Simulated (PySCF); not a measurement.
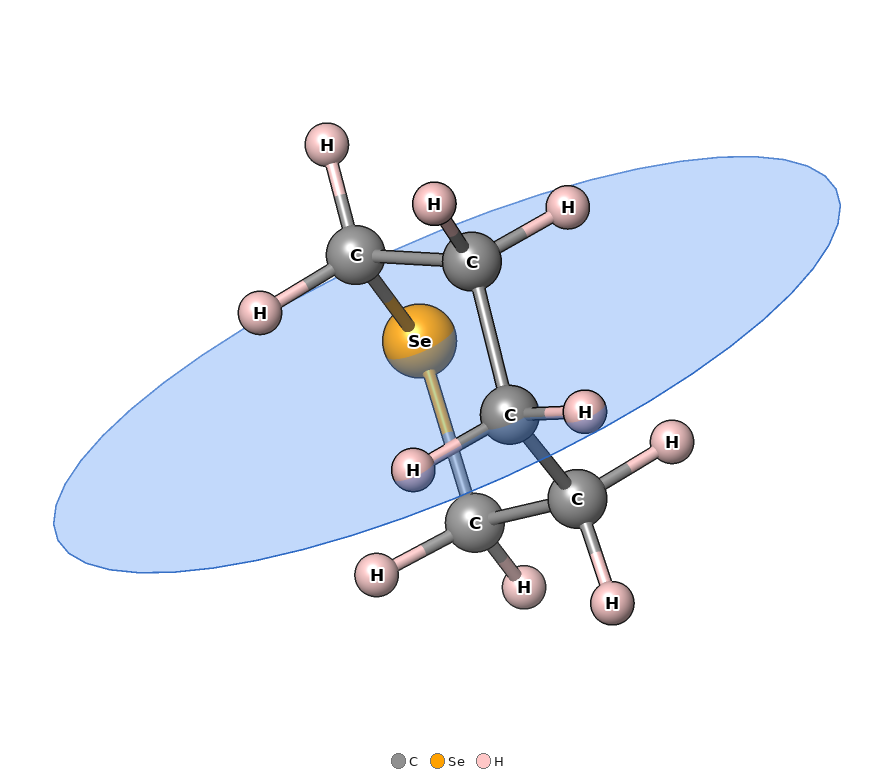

All proper rotation axes (lines) and mirror planes (discs) of the structure are drawn in. Atoms fade into the background with distance from the viewer. The geometry was computed by an optimisation with GFN2-xTB. No frequency run is at hand to confirm it as a minimum.

Name the symmetry elements and the point group.

It has 1 mirror plane. Point group Cs. The group has 2 operations. The geometry is achiral, and symmetry allows a dipole moment.
